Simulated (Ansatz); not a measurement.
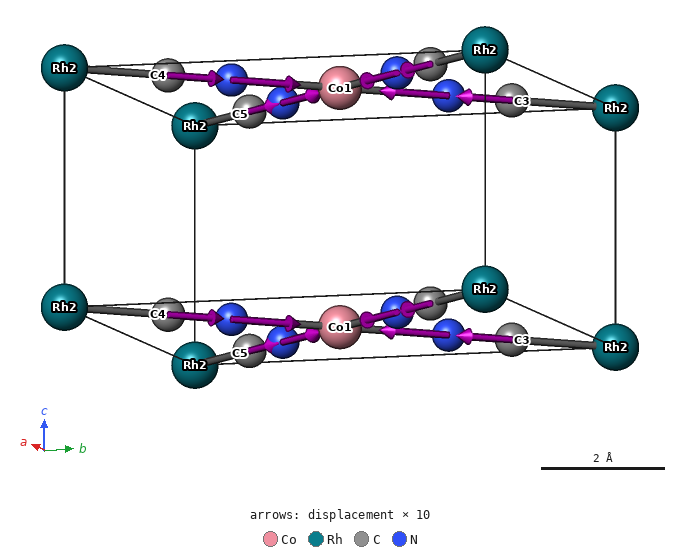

This is a relaxation of solid CoRhC4N4 (a generated structure, set up in P4/mmm) (coarse preliminary run). The starting structure is drawn; purple arrows show the displacements (the part carried along by the change of the cell is left out), magnified 10 times.

Style: ball-and-stick. Shown: the cell of the calculation, from a free direction.

These are results of Ansatz, DFT PBE, scalar-relativistic, plane waves, PAW, not measurements. (plane-wave cutoff 420 eV; k-point mesh 4 × 4 × 4; occupations gaussian; smearing width 0.1 eV; collinear spin; cell and atoms relaxed; force threshold 0.04 eV/Å; at most 70 steps)

What happened in the run?

Over 6 accepted moves (7 points after the start) the energy falls by 1.362 eV per cell of the calculation. Largest force component: 1.5 eV/Å at the start, 0.039 eV/Å at the end. The pressure goes from −1.62 to −0.23 GPa. At 1 point the geometry stayed and the basis and grid were re-selected for the new cell (energy shift of 32.4 meV per cell of the calculation at most each time). The largest moves relative to the cell, 0.13 Å, are those of N atoms. By element the largest moves are N 0.13 Å, C 0.10 Å. Co and Rh stay in place. The volume changes by −23.8 %, with a = b 7.205 → 7.048 Å (−2.2 %), c 3.953 → 3.147 Å (−20.4 %). Among the contacts that change: Co–N 2.007 → 1.834 Å, C–Rh 1.917 → 1.980 Å. The space group stays P4/mmm (No. 123).

Limits of the set-up: the k-point mesh is coarse for a cell with partly filled bands; layers or molecules are held without a dispersion correction, so their spacing is unreliable.
